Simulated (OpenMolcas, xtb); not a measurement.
## A ladder of methods for C2H7BO (SMILES CCBO)

C2H7BO has 11 atoms, charge 0, and is taken as a singlet. As SMILES, `CCBO`. The coordinates come from a PBE0-D4/def2-TZVP relaxation. This is one conformer, not always the lowest.

| atom | x (Å) | y (Å) | z (Å) |
| --- | --- | --- | --- |
| C | -0.5562 | 1.3140 | 0.1941 |
| C | -0.1481 | -0.1264 | 0.4987 |
| B | 0.8442 | -0.7497 | -0.5450 |
| O | 0.7752 | -2.0346 | -0.9682 |
| H | -1.1236 | 1.3786 | -0.7379 |
| H | -1.1781 | 1.7372 | 0.9863 |
| H | 0.3223 | 1.9540 | 0.0824 |
| H | -1.0373 | -0.7547 | 0.6403 |
| H | 0.3803 | -0.1477 | 1.4643 |
| H | 1.7483 | -0.1083 | -1.0100 |
| H | 0.0385 | -2.5195 | -0.5844 |

Each level gives the energy change with the C1–H7 bond stretched from 1.093 to 1.420 Å (eV). The values are calculated.

```tsv
level	kind	program	value (eV)	less CCSD(T)/def2-SVP	CPU time (all runs)
GFN0-xTB	semi-empirical	xtb	0.92	-0.04	under 2 s
HF/def2-SVP (unrestricted)	Hartree–Fock	OpenMolcas	1.11	+0.15	13 s
SVWN5/def2-SVP (restricted)	LDA	OpenMolcas	0.87	-0.09	55 s
revPBE/def2-SVP (restricted)	GGA	OpenMolcas	0.87	-0.09	80 s
TPSS/def2-SVP (restricted)	meta-GGA	OpenMolcas	0.91	-0.05	1.9 min
BHLYP/def2-SVP (restricted)	global hybrid	OpenMolcas	1.05	+0.09	71 s
B2PLYP/def2-SVP (restricted)	double hybrid	OpenMolcas	0.98	+0.02	61 s
MP2/def2-SVP (restricted)	perturbation theory	OpenMolcas	1.02	+0.06	13 s
CCSD(T)/def2-SVP (restricted)	coupled cluster or CI	OpenMolcas	0.96	0.00	2.6 min
```

CCSD(T)/def2-SVP (restricted) is the highest level here, not the true value. The first shape isn't each level's own minimum. The values span 0.87 to 1.11 eV. CPU times are rough (shared hosts, several kinds of processor): they show what a rung costs within a factor of a few.

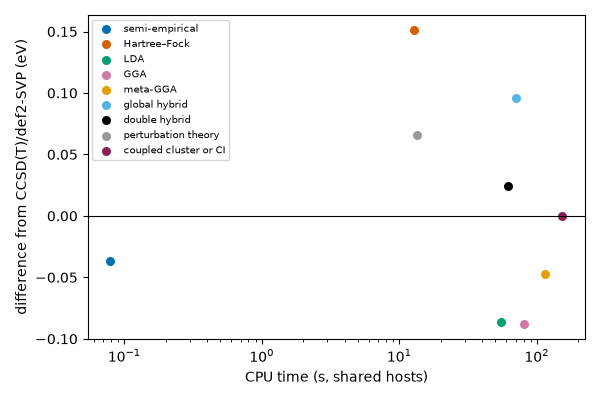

Difference from CCSD(T)/def2-SVP against processor time, one point a level.
